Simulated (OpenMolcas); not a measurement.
Multiconfigurational calculation: Ni³⁺ complex (part 2 of 2)

Continued. System: Ni³⁺ with 6 ligands (OH; octahedron, 2.06 Å), neutralised by 6 outer point charges of +0.5 e, whose field is part of the energies. Method: state-averaged CASSCF, active space 7 electrons in the shell 3d, basis ANO-RCC-VTZP on the metal and ANO-RCC-VDZP on the ligands, DKH2 scalar Hamiltonian, spin-orbit coupling by RASSI with atomic mean-field integrals (OpenMolcas).

### Log (extracts), continued
```
--- RASSI ---
SPIN-FREE ENERGIES:
  (Shifted by EMIN (a.u.) =      -1972.7327967551)

 SF State       Relative EMIN(au)   Rel lowest level(eV)    D:o, cm**(-1)

     1             0.0000000000        0.0000000000              0.0000
     2             0.0000000000        0.0000000000              0.0000
     3             0.0012428809        0.0338205133            272.7808
     4             0.0326117193        0.8874100889           7157.4451
     5             0.0331393666        0.9017681038           7273.2503
     6             0.0331393666        0.9017681038           7273.2503
    11             0.0688747886        1.8741784761          15116.2688
    12             0.0688747886        1.8741784761          15116.2688
     7             0.0724462376        1.9713625531          15900.1113
    13             0.0945443395        2.5726825382          20750.0840
    14             0.0950932246        2.5876184647          20870.5504
    15             0.0950932246        2.5876184647          20870.5504
    16             0.0982767893        2.6742476729          21569.2621
    17             0.0982767893        2.6742476729          21569.2621
    18             0.0988031119        2.6885696398          21684.7766
     8             0.1156168461        3.1460946560          25374.9647
     9             0.1178777704        3.2076175400          25871.1802
    10             0.1178777704        3.2076175400          25871.1802
    19             0.1224493763        3.3320172739          26874.5317
    20             0.1224493763        3.3320172739          26874.5317
    21             0.1225282710        3.3341641094          26891.8471
    22             0.1274920330        3.4692349521          27981.2669
    23             0.1369550335        3.7267363138          30058.1555
    24             0.1369550335        3.7267363138          30058.1555
    25             0.1383330542        3.7642341685          30360.5961
    26             0.1482583162        4.0343143071          32538.9393
    27             0.1490531502        4.0559428422          32713.3852
    28             0.1490531502        4.0559428422          32713.3852
    29             0.1607332526        4.3737746196          35276.8714
    30             0.1607332526        4.3737746196          35276.8714
    31             0.1756540864        4.7797911908          38551.6159
    32             0.1756540864        4.7797911908          38551.6159
    33             0.1764279776        4.8008498426          38721.4653
    34             0.1773817368        4.8268029531          38930.7913
    35             0.1797458417        4.8911335252          39449.6524
    36             0.1797458417        4.8911335252          39449.6524
    37             0.1830979805        4.9823498686          40185.3618
    38             0.1830979805        4.9823498686          40185.3618
    39             0.2258637649        6.1460661461          49571.3665
    40             0.2258637649        6.1460661461          49571.3665
Eigenvalues of complex Hamiltonian:
   -----------------------------------
  (Shifted by EMIN (a.u.) =      -1972.7327967551)

 SO State       Relative EMIN(au)   Rel lowest level(eV)    D:o, cm**(-1)

     1            -0.0038634216        0.0000000000              0.0000
     2            -0.0038634216        0.0000000000              0.0000
     3            -0.0020343133        0.0497725709            401.4429
     4            -0.0020343133        0.0497725709            401.4429
     5            -0.0013432698        0.0685768233            553.1094
     6            -0.0013432698        0.0685768233            553.1094
     7             0.0017665185        0.1531984748           1235.6290
     8             0.0017665185        0.1531984748           1235.6290
     9             0.0020091443        0.1598006591           1288.8792
    10             0.0020091443        0.1598006591           1288.8792
    11             0.0027302077        0.1794217924           1447.1343
    12             0.0027302077        0.1794217924           1447.1343
    13             0.0320740114        0.9779073682           7887.3548
    14             0.0320740114        0.9779073682           7887.3548
    15             0.0324083399        0.9870049101           7960.7315
    16             0.0324083399        0.9870049101           7960.7315
    17             0.0324856750        0.9891093050           7977.7046
    18             0.0324856750        0.9891093050           7977.7046
    19             0.0329326678        1.0012725992           8075.8081
    20             0.0329326678        1.0012725992           8075.8081
    21             0.0332294827        1.0093493442           8140.9515
    22             0.0332294827        1.0093493442           8140.9515
    23             0.0342938438        1.0383120869           8374.5518
    24             0.0342938438        1.0383120869           8374.5518
    25             0.0684942765        1.9689532692          15880.6791
    26             0.0684942765        1.9689532692          15880.6791
    27             0.0686294470        1.9726314455          15910.3456
    28             0.0686294470        1.9726314455          15910.3456
    29             0.0725615942        2.0796306216          16773.3522
    30             0.0725615942        2.0796306216          16773.3522
    31             0.0725831174        2.0802162985          16778.0760
    32             0.0725831174        2.0802162985          16778.0760
    33             0.0935652928        2.6511703777          21383.1312
    34             0.0935652928        2.6511703777          21383.1312
    35             0.0935893208        2.6518242145          21388.4047
    36             0.0935893208        2.6518242145          21388.4047
    37             0.0966618632        2.7354323511          22062.7498
    38             0.0966618632        2.7354323511          22062.7498
    39             0.0981611603        2.7762303025          22391.8075
    40             0.0981611603        2.7762303025          22391.8075
    41             0.0982930246        2.7798185130          22420.7484
Weights of the five most important spin-orbit-free states for each spin-orbit state.

 SO State  Total energy (au)           Spin-free states, spin, and weights
 -------------------------------------------------------------------------------------------------------
    1        -0.003863       1 1.5  0.3843    2 1.5  0.3843    3 1.5  0.2274    4 1.5  0.0010   22 0.5  0.0010
    2        -0.003863       1 1.5  0.3843    2 1.5  0.3843    3 1.5  0.2274    4 1.5  0.0010   22 0.5  0.0010
    3        -0.002034       2 1.5  0.4670    1 1.5  0.4670    3 1.5  0.0545    5 1.5  0.0033    6 1.5  0.0033
    4        -0.002034       2 1.5  0.4670    1 1.5  0.4670    3 1.5  0.0545    5 1.5  0.0033    6 1.5  0.0033
    5        -0.001343       3 1.5  0.4425    1 1.5  0.2731    2 1.5  0.2731    5 1.5  0.0039    6 1.5  0.0039
    6        -0.001343       3 1.5  0.4425    1 1.5  0.2731    2 1.5  0.2731    5 1.5  0.0039    6 1.5  0.0039
    7         0.001767       1 1.5  0.4406    2 1.5  0.4406    3 1.5  0.1000    5 1.5  0.0077    6 1.5  0.0077
    8         0.001767       1 1.5  0.4406    2 1.5  0.4406    3 1.5  0.1000    5 1.5  0.0077    6 1.5  0.0077
    9         0.002009       3 1.5  0.5392    2 1.5  0.2190    1 1.5  0.2190    4 1.5  0.0141    6 1.5  0.0026
   10         0.002009       3 1.5  0.5392    2 1.5  0.2190    1 1.5  0.2190    4 1.5  0.0141    6 1.5  0.0026
   11         0.002730       3 1.5  0.6099    1 1.5  0.1921    2 1.5  0.1921    6 1.5  0.0016    5 1.5  0.0016
   12         0.002730       3 1.5  0.6099    1 1.5  0.1921    2 1.5  0.1921    6 1.5  0.0016    5 1.5  0.0016
```

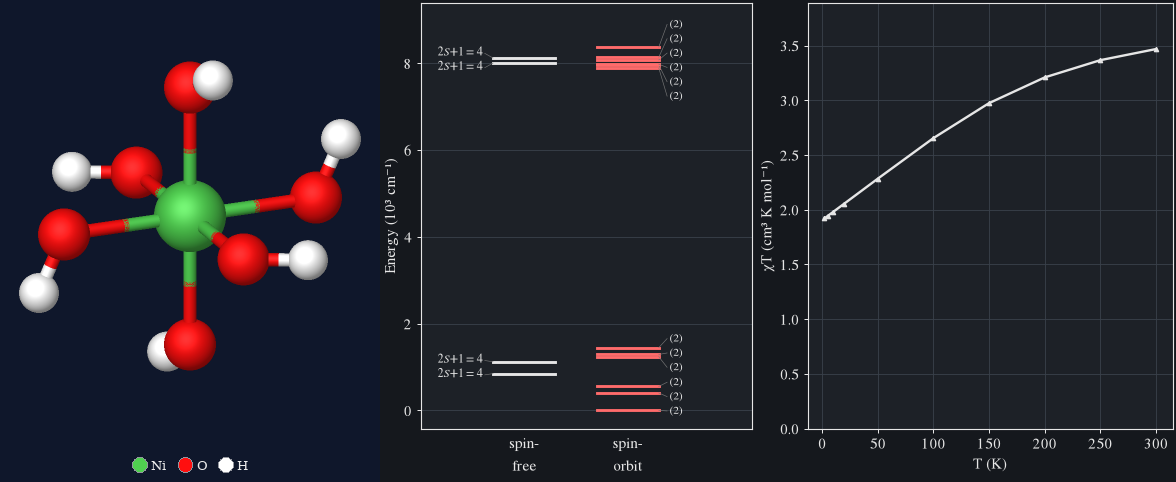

Ni³⁺ (3d⁷) with 6 ligands, OH⁻, at 2.06 Å (arrangement: octahedron, Ci), neutralised by outer point charges of +0.5 e, and its levels and susceptibility. Labels give the representation in O, Td, D4 or D3 as the site allows (double group for half-integer spin) where it could be assigned and, in brackets, the degeneracy; spin-free states, where drawn, share the zero of the spin-orbit levels. Powder susceptibility by Van Vleck's formula. The ground level is a Kramers doublet, 100 % from states of spin multiplicity 4. Its principal g values are 3.84, 3.84 and 5.61. The next level lies at 401 cm⁻¹. χT is 1.92 cm³ K mol⁻¹ at 2 K and 3.47 at 300 K, an effective moment of 5.27 μB. The active orbitals hold 90 to 98 % metal character (Löwdin), and the Mulliken charge of the metal is +1.72.

Outcome of the run: converged.
